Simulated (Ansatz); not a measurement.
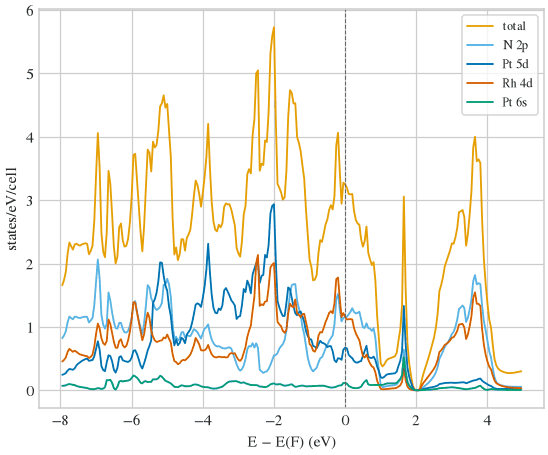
Figure. Total and projected density of states of PtRhN2 in space group R-3m (No. 166; Rh on 3b, Pt on 3a, N on 6c), PBEsol (plane waves, PAW; program Ansatz)

### Question
Which orbitals carry the states next to the Fermi level?

### Answer
Within 0.5 eV of the Fermi level: Rh 4d 38 %, N 2p 38 %, Pt 5d 18 %. Projections are on Löwdin-orthogonalised atomic valence shells; empty p or d shells of many metals are not among them.

### Question
Where is the tallest occupied peak in this window, and what makes it?

### Answer
Near -2.0 eV, about 5.7 states/eV per cell; the largest projected share is Pt 5d.

The start of the workflow was typed in or built on a structure type; neither database checked (COD, Materials Project) lists it. Its standing as an ambient phase is unchecked. The PBEsol relaxation kept the symmetry of its start; whether a distortion lowers the energy is not shown. The workflow began spin-polarised and lost its moments. Its formation energy is positive at this level, so the cell may be metastable or incomplete. Scalar-relativistic: spin–orbit coupling is off unless named, which matters more the heavier the elements.

Potentials: the later of the program's two PAW sets.
